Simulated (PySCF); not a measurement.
SMILES [Si](Cl)(Cl)(Cl)CC[SiH3], singlet at its GFN2-xTB optimised geometry (Å):

```
14

Si     2.3124    -0.9501     0.0363
C      0.4084    -0.9839     0.0408
C     -0.1976     0.4238     0.0000
Si    -2.1050     0.4238     0.0000
Cl    -2.7959    -0.5318    -1.6438
Cl    -2.8141     2.3223     0.0000
Cl    -2.7961    -0.5312     1.6439
H      2.7725    -0.1866     1.1985
H      2.7695    -0.2947    -1.1911
H      2.8141    -2.3223     0.0979
H      0.0464    -1.5563    -0.8144
H      0.0497    -1.5036     0.9304
H      0.1684     0.9931     0.8568
H      0.1680     0.9428    -0.8884
```

Level of theory: PBE0/def2-TZVP run with PySCF.

Map of the log10 of the electron density (e/bohr³), floored at −4 on the plane z = 0.8 Å:

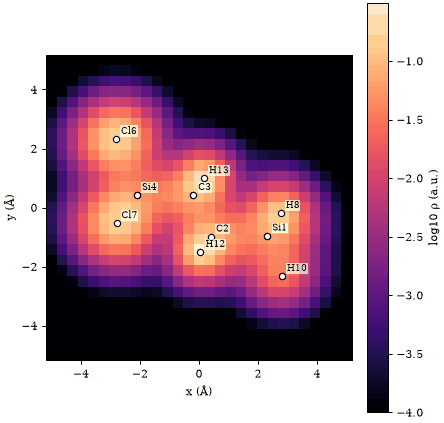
Log10 of the electron density (e/bohr³), floored at −4 on the plane z = 0.8 Å.
